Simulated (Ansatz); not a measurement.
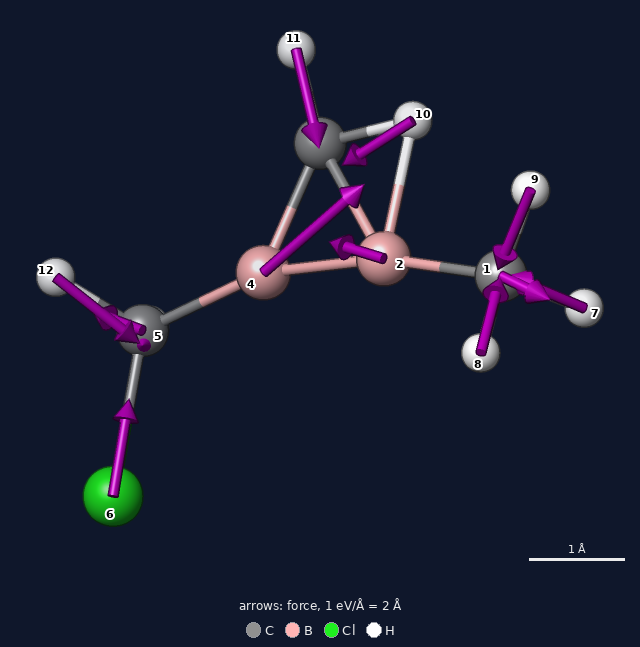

Starting geometry of C3H7B2Cl with the computed forces as purple arrows. The picture is a ball-and-stick view, seen at a tilt.

The start comes from PBE-D4/def2-SVP.

All numbers below come from RKS PBE0-D4/def2-TZVP in Ansatz. Set-up: force threshold 0.005 eV/Å; at most 150 steps.

What follows when this structure is relaxed?

It isn't relaxed: the largest force vector, on a B atom, is 0.76 eV/Å. The final displacements have little in common with the starting forces (cosine between the two patterns 0.17). Over 26 accepted moves (29 points after the start) the energy falls by 5.77 kJ/mol. Largest force component: 0.64 eV/Å at the start, 0.0039 eV/Å at the end. The line search rejected the trial steps at points 10, 12, 19 of the run. The forces were under the threshold at step 17, but the run went on from there. The largest moves after the best rigid fit, 0.38 Å, are those of H atoms. Largest moves by element: H 0.38 Å, Cl 0.14 Å, C 0.08 Å, B 0.02 Å. Near-neighbour distances that change, for instance: B–H 1.524 → 1.496 Å, C–Cl 1.820 → 1.795 Å, B–B 1.564 → 1.542 Å, B–C 1.487 → 1.466 Å. Among the angles between lasting bonds that change: B–C–H 115.8° → 112.7°. Cost: 2.5 min on 4 threads of Arm Neoverse V1 (shared host).
